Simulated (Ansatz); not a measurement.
```yaml
atoms:
  - { symbol: Ga, position_ang: [-1.0061, -0.8095, -0.1805] }
  - { symbol: S, position_ang: [1.4969, -1.0602, 0.4257] }
  - { symbol: H, position_ang: [-0.8874, -1.2347, -1.6779] }
  - { symbol: H, position_ang: [-1.7887, -1.4873, 0.9880] }
  - { symbol: H, position_ang: [1.5114, 0.1971, -0.0934] }
  - { symbol: O, position_ang: [-0.8658, 1.0142, 0.1611] }
  - { symbol: O, position_ang: [0.1455, 1.5200, -0.7358] }
  - { symbol: H, position_ang: [1.3237, -0.6045, 1.6777] }
  - { symbol: H, position_ang: [0.0705, 2.4648, -0.5647] }
```

The product side of a reaction path; geometry: PBE0-D4/def2-TZVP.

All numbers below come from RKS PBE0-D4/def2-TZVPP (Ansatz 0.2.0).

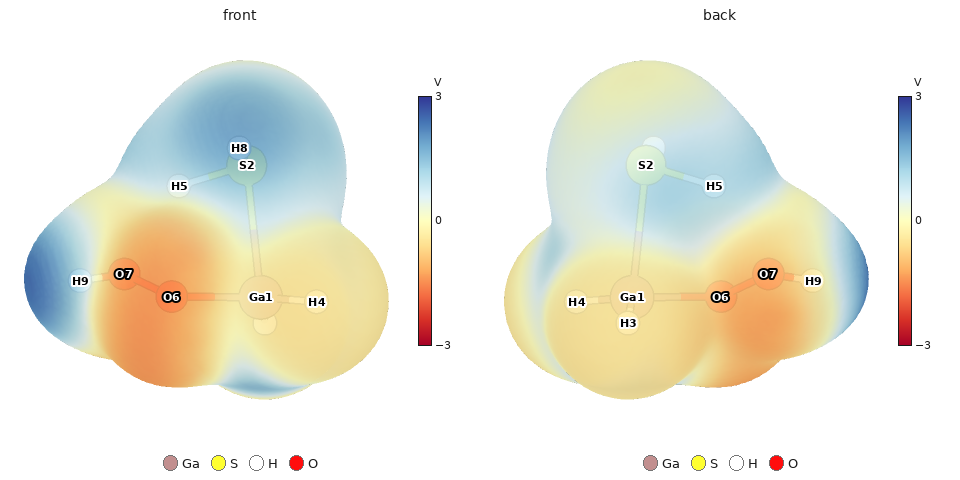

GaH$_{5}$O$_{2}$S. The molecular electrostatic potential painted on the density surface at 0.002 e/bohr³, seen from the front and from behind; red is negative and blue positive.

**Where is the surface potential most negative and most positive?**

The most negative region (about −1.4 V, or −32 kcal/mol for a unit charge) lies over O6, the most positive (about +2.4 V, or +55 kcal/mol for a unit charge) over H9. O6 is the likeliest acceptor of a hydrogen bond.
